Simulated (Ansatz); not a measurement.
# ClF2GaH4 (built from SMILES F.F.[Cl][GaH2]): search for a transition state

Wanted: the transition state of a ligand exchange through a proton shuttle (form Ga1–F6, H5–F8, Cl2–H7 and break Ga1–Cl2, H5–F6, H7–F8). The guess is relaxed with those distances held, a saddle search follows, and vibrations and two downhill relaxations check it.

Method: PBE0-D4, def2-SVP first, then def2-TZVP; program: Ansatz 0.2.0, Gaussian basis.

## Step 1: Starting geometry

The guess: 8 atoms, charge 0, spin multiplicity 1.

Atoms are counted from 1 here; the program's logs count them from 0.

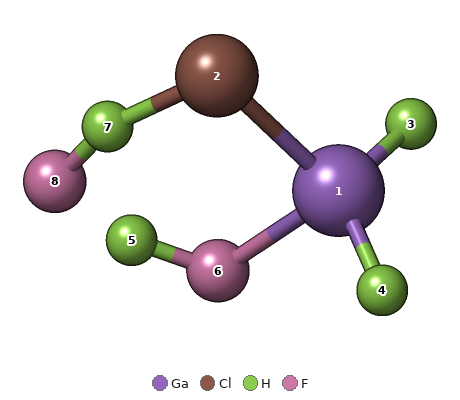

Start geometry, drawn with gallium purple, chlorine brown, hydrogen green, fluorine pink; atoms are numbered from 1 in the order of the file.

Geometry (Å):

```
Ga   -1.1193   -0.0961   -0.5217
Cl    0.0650   -1.7865    0.3176
H    -1.1469   -0.1172   -2.0610
H    -2.2986    0.2895    0.3903
H     1.1197    0.9994    0.3713
F     0.2406    1.3825   -0.1259
H     1.2661   -0.8156    0.7450
F     1.8735    0.1440    0.8844
```

Distances that are to change: Ga1–F6 2.05 Å, H5–F8 1.25 Å, Cl2–H7 1.60 Å, Ga1–Cl2 2.23 Å, H5–F6 1.08 Å, H7–F8 1.14 Å.

## Step 2: Constrained relaxation of the guess

Contents of hold/in.yaml:

```yaml
crystal:
  periodic: [false, false, false]
  atoms:
    - {symbol: Ga, position_ang: [-1.119300, -0.096100, -0.521700]}
    - {symbol: Cl, position_ang: [0.065000, -1.786500, 0.317600]}
    - {symbol: H, position_ang: [-1.146900, -0.117200, -2.061000]}
    - {symbol: H, position_ang: [-2.298600, 0.289500, 0.390300]}
    - {symbol: H, position_ang: [1.119700, 0.999400, 0.371300]}
    - {symbol: F, position_ang: [0.240600, 1.382500, -0.125900]}
    - {symbol: H, position_ang: [1.266100, -0.815600, 0.745000]}
    - {symbol: F, position_ang: [1.873500, 0.144000, 0.884400]}
basis:
  gaussian: {orbitals: def2-SVP}
hamiltonian: {xc: pbe0, dispersion: d4}
relax: {f_tol: 0.04, max_steps: 150, escape_saddle: false, constraints: [{distance: [0, 5]}, {distance: [4, 7]}, {distance: [1, 6]}, {distance: [0, 1]}, {distance: [4, 5]}, {distance: [6, 7]}]}
```

Started as:

```
ansatz run in.yaml --threads 4 --pin off --events-out ev --progress --plain --max-ram 9574MiB
```

Output, shortened:

```text
Functional definition: PBE0
  name "PBE0"
  cite "Adamo & Barone, J. Chem. Phys. 110, 6158 (1999) doi:10.1063/1.478522"
  cite "Perdew, Burke & Ernzerhof, Phys. Rev. Lett. 77, 3865 (1996) doi:10.1103/PhysRevLett.77.3865"
  parent pbe
[...]
1012 factors; integrals over basis functions are off by at most 3.3e-4 eV
[...]
mean field -70370.18784331 eV, -2586.0567046153 hartree, gradient 4.9e-5 eV, S^2 0.000000; 0 other end points of the search recorded, 0 dependent functions left out
[...]
reference -70370.18787056 eV, -2586.0567056167 hartree; 35, 35 occupied and 63, 63 virtual orbitals, 1012 factors
relax step   1: F+E_penalty+E_count = -70370.31316296 eV  Δ(F+E_penalty+E_count) = +0.000e0 eV  max|allowed force component| = 4.954e-1 eV/Å  Δτ_max = 0.0000 Å  (24 SCF iters, accepted)
[...]
relax step   3: F+E_penalty+E_count = -70370.38124478 eV  Δ(F+E_penalty+E_count) = -7.604e-3 eV  max|allowed force component| = 7.417e-2 eV/Å  Δτ_max = 0.0253 Å  (28 SCF iters, accepted)
[...]
relax step   4: F+E_penalty+E_count = -70370.38197951 eV  Δ(F+E_penalty+E_count) = -7.347e-4 eV  max|allowed force component| = 7.975e-3 eV/Å  Δτ_max = 0.0116 Å  (29 SCF iters, accepted)
  distance Ga 0 - F 5 held at 2.047497 Å   reaction = +3.5745e-1 eV/Å
  distance H 4 - F 7 held at 1.250278 Å   reaction = +3.5056e-1 eV/Å
  distance Cl 1 - H 6 held at 1.602485 Å   reaction = -2.0585e-1 eV/Å
  distance Ga 0 - Cl 1 held at 2.228103 Å   reaction = -1.1162e0 eV/Å
  distance H 4 - F 5 held at 1.080181 Å   reaction = +6.5162e-1 eV/Å
  distance H 6 - F 7 held at 1.144202 Å   reaction = +1.6266e0 eV/Å
1012 factors; integrals over basis functions are off by at most 7.5e-4 eV
mean field -70370.25642529 eV, -2586.0592249564 hartree, gradient 5.0e-6 eV, S^2 0.000000; 1 other end points of the search recorded, 0 dependent functions left out
[...]
reference -70370.25645254 eV, -2586.0592259578 hartree; 35, 35 occupied and 63, 63 virtual orbitals, 1012 factors
Total energy: -70370.38200676 eV, -2586.0638399903 hartree
Atom 0 at    -1.165997    -0.067709    -0.547806 Å, force    -0.360890     1.074610    -0.348066 eV/Å
Atom 1 at     0.049432    -1.731844     0.299441 Å, force     0.457629    -0.965008     0.371413 eV/Å
Atom 2 at    -1.096468    -0.147732    -2.098335 Å, force     0.003600     0.005915    -0.004535 eV/Å
Atom 3 at    -2.298392     0.276603     0.459562 Å, force     0.000052     0.007569     0.004317 eV/Å
Atom 4 at     1.100277     0.929676     0.372059 Å, force    -0.291263     0.039375    -0.149991 eV/Å
Atom 5 at     0.240841     1.357893    -0.122704 Å, force     0.269868    -0.508885     0.223238 eV/Å
Atom 6 at     1.252885    -0.765799     0.731201 Å, force     1.096605     1.426728     0.303026 eV/Å
Atom 7 at     1.917522     0.148913     0.906582 Å, force    -1.175601    -1.080305    -0.399403 eV/Å
Dipole moment:    -0.085051    -0.076302    -0.027548 e Å
```

Wall time 14 s (4 threads of Intel Xeon at 2.50GHz, shared host).

The steps of the relaxation:

```
step  energy from step 1 (eV)  largest force component (eV/Å)
   1                   0.0000                          0.4954
   2                  -0.0605                          0.2512
   3                  -0.0681                          0.0742
   4                  -0.0688                          0.0080
```

Close pairs (by a distance rule), those that changed most:

```
   bond  before (Å)  after (Å)  change (Å)
 Ga1–H3       1.540      1.554      +0.014
 Ga1–H4       1.540      1.554      +0.014
Ga1–Cl2       2.228      2.228      -0.000
 Ga1–F6       2.047      2.047      +0.000
 Cl2–H7       1.602      1.602      +0.000
  H5–F6       1.080      1.080      +0.000
  H7–F8       1.144      1.144      +0.000
```

## Step 3: A starting Hessian

Contents of hessian/in.yaml:

```yaml
crystal:
  periodic: [false, false, false]
  atoms:
    - {symbol: Ga, position_ang: [-1.165997, -0.067709, -0.547806]}
    - {symbol: Cl, position_ang: [0.049432, -1.731844, 0.299441]}
    - {symbol: H, position_ang: [-1.096468, -0.147732, -2.098335]}
    - {symbol: H, position_ang: [-2.298392, 0.276603, 0.459562]}
    - {symbol: H, position_ang: [1.100277, 0.929676, 0.372059]}
    - {symbol: F, position_ang: [0.240841, 1.357893, -0.122704]}
    - {symbol: H, position_ang: [1.252885, -0.765799, 0.731201]}
    - {symbol: F, position_ang: [1.917522, 0.148913, 0.906582]}
basis:
  gaussian: {orbitals: def2-SVP}
hamiltonian: {xc: pbe0, dispersion: d4}
phonons: {}
scf: {lower_state_search: off}
```

Started as:

```
ansatz run in.yaml --threads 4 --pin off --events-out ev --progress --plain --max-ram 9574MiB
```

Output, shortened:

```text
[... 5 set-up lines as earlier in the session ...]
[...]
1014 factors; integrals over basis functions are off by at most 3.3e-4 eV
[...]
mean field -70370.25643344 eV, -2586.0592252560 hartree, gradient 4.5e-6 eV, S^2 0.000000; 0 other end points of the search recorded, 0 dependent functions left out
[...]
reference -70370.25646073 eV, -2586.0592262587 hartree; 35, 35 occupied and 63, 63 virtual orbitals, 1014 factors
[... from here to the last solve, the lines of the solves are left out (47 solves) ...]
1014 factors; integrals over basis functions are off by at most 3.3e-4 eV
mean field -70370.25740256 eV, -2586.0592608705 hartree, gradient 1.6e-6 eV, S^2 0.000000; 0 other end points of the search recorded, 0 dependent functions left out
[...]
WARN: phonons: modes at or below zero, which the zero-point energy, F, S and C_V leave out: 1, the lowest at -527.98 cm⁻¹. A minimum has none, and a first-order saddle one
[...]
Atom 0 at    -1.165997    -0.067709    -0.547806 Å, force    -0.360831     1.074457    -0.348042 eV/Å
Atom 1 at     0.049432    -1.731844     0.299441 Å, force     0.457681    -0.964979     0.371455 eV/Å
Atom 2 at    -1.096468    -0.147732    -2.098335 Å, force     0.003585     0.005894    -0.004521 eV/Å
Atom 3 at    -2.298392     0.276603     0.459562 Å, force     0.000042     0.007544     0.004305 eV/Å
Atom 4 at     1.100277     0.929676     0.372059 Å, force    -0.291178     0.039459    -0.149975 eV/Å
Atom 5 at     0.240841     1.357893    -0.122704 Å, force     0.269972    -0.508828     0.223310 eV/Å
Atom 6 at     1.252885    -0.765799     0.731201 Å, force     1.096265     1.426766     0.302855 eV/Å
Atom 7 at     1.917522     0.148913     0.906582 Å, force    -1.175535    -1.080313    -0.399386 eV/Å
Dipole moment:    -0.085051    -0.076304    -0.027547 e Å
Vibrations: -527.98 79.34 166.12 368.34 421.58 458.04 469.05 498.81 639.50 734.02 842.19 981.65 1152.58 1208.01 1547.63 2030.08 2056.25 2065.21 cm⁻¹, zero-point energy 0.974416 eV
Checks for a lower state left out: stability, starts, cluster_reference, orbital_swaps, neighbouring_geometries, increment
```

It took 83 s on 4 threads of Intel Xeon at 2.50GHz, shared host.

The structure is not stationary yet, so these wavenumbers are no spectrum; the search needs only the force constants.

## Step 4: Saddle search in the small basis

A small driver takes partitioned rational-function steps: uphill along one mode, downhill along the rest. It calls the program once a step for energy and forces and updates the Hessian by Bofill's formula. It stops when the largest force is under 0.04 eV/Å and the followed curvature is negative. The first step's input:

Contents of presaddle/in.yaml:

```yaml
crystal:
  periodic: [false, false, false]
  atoms:
    - {symbol: Ga, position_ang: [-1.165997, -0.067709, -0.547806]}
    - {symbol: Cl, position_ang: [0.049432, -1.731844, 0.299441]}
    - {symbol: H, position_ang: [-1.096468, -0.147732, -2.098335]}
    - {symbol: H, position_ang: [-2.298392, 0.276603, 0.459562]}
    - {symbol: H, position_ang: [1.100277, 0.929676, 0.372059]}
    - {symbol: F, position_ang: [0.240841, 1.357893, -0.122704]}
    - {symbol: H, position_ang: [1.252885, -0.765799, 0.731201]}
    - {symbol: F, position_ang: [1.917522, 0.148913, 0.906582]}
basis:
  gaussian: {orbitals: def2-SVP}
hamiltonian: {xc: pbe0, dispersion: d4}
output: {forces: true}
scf: {lower_state_search: off}
```

Started as:

```
ansatz run in.yaml --threads 4 --pin off --events-out ev --progress --plain --max-ram 9574MiB
```

The driver's record:

```
step   energy (eV)  largest force (eV/Å)  followed curvature (eV/Å²)
   1  -70370.38197                1.4268                       -3.80
   2  -70370.23423                1.9346                       -0.93
   3  -70370.14674                2.2082                        1.97
   4  -70370.08465                2.7229                       -0.83
   5  -70370.23245                1.1908                       -7.12
   6  -70370.34424                0.4503                       -7.29
   7  -70370.38114                0.5629                       -7.60
   8  -70370.39602                1.7781                       -7.50
   9  -70370.43871                0.7816                       -7.42
  10  -70370.50130                0.9200                       -4.42
  11  -70370.58620                0.5564                       -4.59
  12  -70370.18081                4.3157                       -4.49
  13  -70370.56297                0.4726                       -4.72
  14  -70370.60829                0.3007                       -4.69
  15  -70370.63413                0.2606                       -4.61
  16  -70370.64038                0.1755                       -3.94
  17  -70370.62477                0.7144                       -4.15
  18  -70370.64957                0.1975                       -4.18
  19  -70370.63194                0.4445                       -4.19
  20  -70370.65000                0.1643                       -4.16
  21  -70370.65454                0.1134                       -4.17
  22  -70370.65566                0.0577                       -4.31
  23  -70370.65242                0.3290                       -4.43
  24  -70370.65774                0.0510                       -4.56
  25  -70370.65779                0.0384                       -4.67
```

The 25 steps took 48 s in all (4 threads of Intel Xeon at 2.50GHz, shared host).

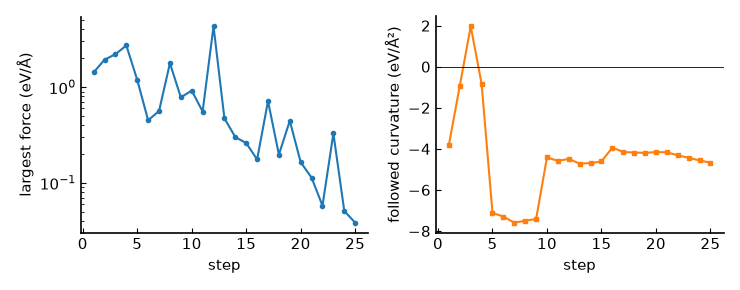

Largest force and followed curvature during the search.

## Step 5: Saddle search in triple zeta

A small driver takes partitioned rational-function steps: uphill along one mode, downhill along the rest. It calls the program once a step for energy and forces and updates the Hessian by Bofill's formula. It stops when the largest force is under 0.01 eV/Å and the followed curvature is negative. The first step's input:

Contents of saddle/in.yaml:

```yaml
crystal:
  periodic: [false, false, false]
  atoms:
    - {symbol: Ga, position_ang: [-1.221033, -0.090403, -0.548999]}
    - {symbol: Cl, position_ang: [-0.040814, -1.797513, 0.385800]}
    - {symbol: H, position_ang: [-1.026666, -0.098368, -2.091407]}
    - {symbol: H, position_ang: [-2.393952, 0.312720, 0.387027]}
    - {symbol: H, position_ang: [1.016120, 0.949105, 0.337463]}
    - {symbol: F, position_ang: [0.181482, 1.347426, -0.022858]}
    - {symbol: H, position_ang: [1.477471, -0.718326, 0.748853]}
    - {symbol: F, position_ang: [2.007492, 0.095359, 0.804121]}
basis:
  gaussian: {orbitals: def2-TZVP}
hamiltonian: {xc: pbe0, dispersion: d4}
output: {forces: true}
scf: {lower_state_search: off}
```

Started as:

```
ansatz run in.yaml --threads 4 --pin off --events-out ev --progress --plain --max-ram 9574MiB
```

The driver's record:

```
step   energy (eV)  largest force (eV/Å)  followed curvature (eV/Å²)
   1  -70388.44249                0.1717                       -4.67
   2  -70388.44747                0.0801                       -4.35
   3  -70388.44875                0.0732                       -4.18
   4  -70388.44910                0.0332                       -3.41
   5  -70388.44931                0.0157                       -3.47
   6  -70388.44936                0.0185                       -3.42
   7  -70388.44952                0.0367                       -3.50
   8  -70388.44961                0.0115                       -3.11
   9  -70388.44961                0.0089                       -2.23
```

The 9 steps took 31 s in all (4 threads of Intel Xeon at 2.50GHz, shared host).

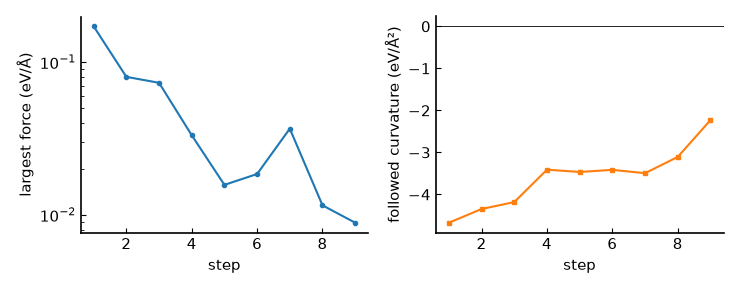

Largest force and followed curvature during the search.

Geometry at the end of the search:

```xyz
8

Ga   -1.2357   -0.1152   -0.5497
Cl   -0.0560   -1.8003    0.3834
H    -1.0219   -0.1001   -2.0867
H    -2.3996    0.3160    0.3801
H     1.0075    0.9788    0.3314
F     0.1819    1.3705   -0.0161
H     1.4941   -0.7277    0.7485
F     2.0299    0.0779    0.8092
```

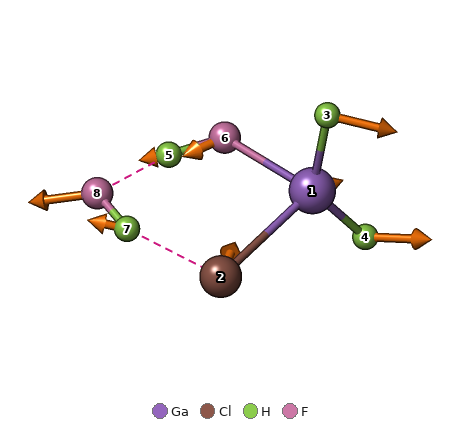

The point found; arrows show the followed mode. Pairs that react are joined by broken lines, hidden where the pair is close enough to be drawn as a bond.

## Step 6: Vibrations at the point found

Contents of vib/in.yaml:

```yaml
crystal:
  periodic: [false, false, false]
  atoms:
    - {symbol: Ga, position_ang: [-1.235730, -0.115157, -0.549727]}
    - {symbol: Cl, position_ang: [-0.055997, -1.800317, 0.383406]}
    - {symbol: H, position_ang: [-1.021880, -0.100108, -2.086703]}
    - {symbol: H, position_ang: [-2.399614, 0.316042, 0.380116]}
    - {symbol: H, position_ang: [1.007461, 0.978784, 0.331362]}
    - {symbol: F, position_ang: [0.181903, 1.370549, -0.016147]}
    - {symbol: H, position_ang: [1.494078, -0.727660, 0.748523]}
    - {symbol: F, position_ang: [2.029880, 0.077866, 0.809168]}
basis:
  gaussian: {orbitals: def2-TZVP}
hamiltonian: {xc: pbe0, dispersion: d4}
phonons: {temperatures: {t_min: 298.15, t_max: 900, t_step: 200}}
```

Started as:

```
ansatz run in.yaml --threads 4 --pin off --events-out ev --progress --plain --max-ram 9574MiB
```

Output, shortened:

```text
[... 5 set-up lines as earlier in the session ...]
[...]
1169 factors; their error is unknown
[...]
mean field -70388.32691633 eV, -2586.7233032537 hartree, gradient 7.1e-5 eV, S^2 0.000000; 0 other end points of the search recorded, 0 dependent functions left out
[...]
reference -70388.32694322 eV, -2586.7233042417 hartree; 35, 35 occupied and 136, 136 virtual orbitals, 1169 factors
[... from here to the last solve, the lines of the solves are left out (47 solves) ...]
1169 factors; their error is unknown
[...]
mean field -70388.32688569 eV, -2586.7233021274 hartree, gradient 1.8e-6 eV, S^2 0.000000; 0 other end points of the search recorded, 0 dependent functions left out
[...]
Atom 0 at    -1.235730    -0.115157    -0.549727 Å, force     0.000145     0.001573    -0.000382 eV/Å
Atom 1 at    -0.055997    -1.800317     0.383406 Å, force     0.001724     0.004042     0.000220 eV/Å
Atom 2 at    -1.021880    -0.100108    -2.086703 Å, force    -0.003277     0.000527     0.000467 eV/Å
Atom 3 at    -2.399614     0.316042     0.380116 Å, force    -0.001308    -0.001901    -0.000489 eV/Å
Atom 4 at     1.007461     0.978784     0.331362 Å, force    -0.008875     0.004934    -0.003573 eV/Å
Atom 5 at     0.181903     1.370549    -0.016147 Å, force     0.008640    -0.006396     0.000136 eV/Å
Atom 6 at     1.494078    -0.727660     0.748523 Å, force    -0.005324    -0.008294    -0.003028 eV/Å
Atom 7 at     2.029880     0.077866     0.809168 Å, force     0.008276     0.005515     0.006649 eV/Å
Dipole moment:    -0.045423     0.116735    -0.059093 e Å
Vibrations: 22.62 140.72 208.24 268.94 334.75 375.75 424.75 479.72 649.06 671.95 713.76 818.08 864.14 1190.66 2036.21 2052.37 2949.13 3274.11 cm⁻¹, zero-point energy 1.083310 eV
```

Wall time 2.5 min (4 threads of Intel Xeon at 2.50GHz, shared host).

The modes, with what each moves most:

```
mode  wavenumber (cm⁻¹)                                                            character
   1                 23                                                              torsion
   2                141                                                                 bend
   3                208                                                         Ga–F stretch
   4                269  not assigned (largely outside the bonds, angles and torsions drawn)
   5                335                                                        Ga–Cl stretch
   6                376  not assigned (largely outside the bonds, angles and torsions drawn)
   7                425                                                                 bend
   8                480                                                    bend with torsion
   9                649  not assigned (largely outside the bonds, angles and torsions drawn)
  10                672                                                                 bend
  11                714                                                                 bend
  12                818  not assigned (largely outside the bonds, angles and torsions drawn)
  13                864  not assigned (largely outside the bonds, angles and torsions drawn)
  14               1191  not assigned (largely outside the bonds, angles and torsions drawn)
  15               2036                                                         Ga–H stretch
  16               2052                                                         Ga–H stretch
  17               2949                                                          F–H stretch
  18               3274                                                          F–H stretch
```

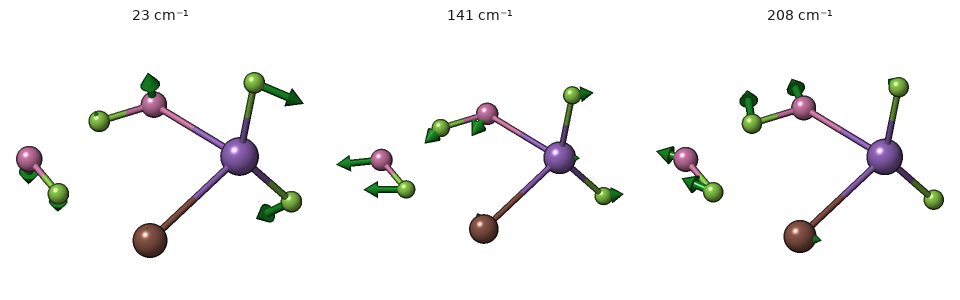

How the atoms move in 3 of the modes.

Vibrational sums (real modes only):

```
T (K)  entropy (J/mol/K)  heat capacity (J/mol/K)
  298               75.9                     72.5
  498              119.3                     96.0
  698              154.0                    109.3
  898              182.7                    118.4
```

Modes under 50 cm⁻¹ weigh heavily in the entropy, and the harmonic picture is poor for them.

## Step 7: Summary of results

| quantity | value |
| --- | --- |
| imaginary modes | 0 |
| lowest wavenumber | 23 cm⁻¹ |
| Ga1–F6 at the point found | 2.122 Å |
| H5–F8 at the point found | 1.444 Å |
| Cl2–H7 at the point found | 1.920 Å |
| Ga1–Cl2 at the point found | 2.259 Å |
| H5–F6 at the point found | 0.978 Å |
| H7–F8 at the point found | 0.969 Å |

What this shows: A transition state has exactly one imaginary mode. This point has none beyond numerical noise, so it is no saddle.
